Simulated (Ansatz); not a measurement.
**Run report: Si2H5, single-point calculation**

- system: Si2H5, multiplicity 2
- method: UKS PBE-D4/def2-TZVPP (Ansatz 0.2.0)

The geometry comes from this level: PBE0-D4/def2-TZVP.

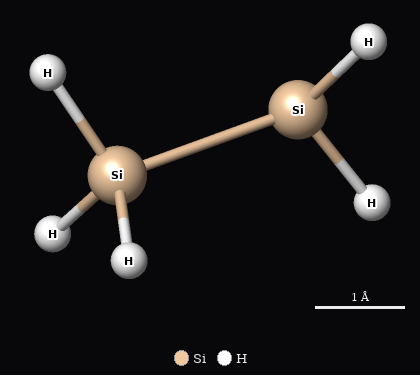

The structure (ball-and-stick view, seen at a tilt).

**Key numbers**

| quantity | value |
| --- | --- |
| outcome | converged |
| total energy | −15827.1884 eV |
| mean-field energy | −15827.0652 eV |
| dispersion energy | −0.1232 eV |
| ⟨S²⟩ | 0.754 |
| SCF solution under orbital rotations | stable |
| hardware | 8 threads of Arm Neoverse V1, 23 GiB of memory available, shared host |
| wall time | 0.75 s (CPU time 4.7 s) |
| peak memory | 0.57 GiB |

**Input**
```yaml
crystal:
  periodic: [false, false, false]
  atoms:
    - {symbol: Si, position_ang: [1.221232, 1.180115, 0.437505]}
    - {symbol: Si, position_ang: [1.579286, -0.099461, 2.344193]}
    - {symbol: H, position_ang: [0.659260, 2.533840, 0.696225]}
    - {symbol: H, position_ang: [2.397656, 1.282684, -0.468508]}
    - {symbol: H, position_ang: [2.595956, 0.495865, 3.256246]}
    - {symbol: H, position_ang: [0.297651, -0.230051, 3.086388]}
    - {symbol: H, position_ang: [2.043925, -1.451514, 1.936045]}
basis:
  gaussian: {orbitals: def2-TZVPP}
magnetization: {spin_polarized: true, initial_magnetization: 1}
hamiltonian: {xc: pbe, dispersion: d4}
```

Command:
```bash
ansatz run in.yaml --threads 8 --pin off --events-out ev --progress --plain --max-ram 19148MiB
```

**Output**
```
Functional definition: PBE
  name "PBE"
  cite "Perdew, Burke & Ernzerhof, Phys. Rev. Lett. 77, 3865 (1996) doi:10.1103/PhysRevLett.77.3865"
  parent pbe
  parameter kappa = 0.804
  parameter beta = 0.06672455060314922
  exchange = pbe_x(kappa = kappa, mu = beta*pi^2/3)
  correlation = pbe_c(beta = beta)
871 factors; their error is unknown
mean field evaluation 1: about -15825.7373 eV, gradient 1.3e1 eV
mean field evaluation 2: about -15826.5571 eV, gradient 8.5e0 eV
mean field evaluation 4: about -15827.0976 eV, gradient 4.4e-1 eV
mean field evaluation 8: about -15827.0651 eV, gradient 1.0e-1 eV
mean field evaluation 16: about -15827.0652 eV, gradient 4.4e-5 eV
mean field -15827.06516736 eV, -581.6339169303 hartree, gradient 4.4e-5 eV, S^2 0.753782; 0 other end points of the search recorded, 0 dependent functions left out
reference -15827.06521011 eV, -581.6339185015 hartree; 17, 16 occupied and 137, 138 virtual orbitals, 871 factors
Total energy: -15827.18844085 eV, -581.6384471475 hartree
```
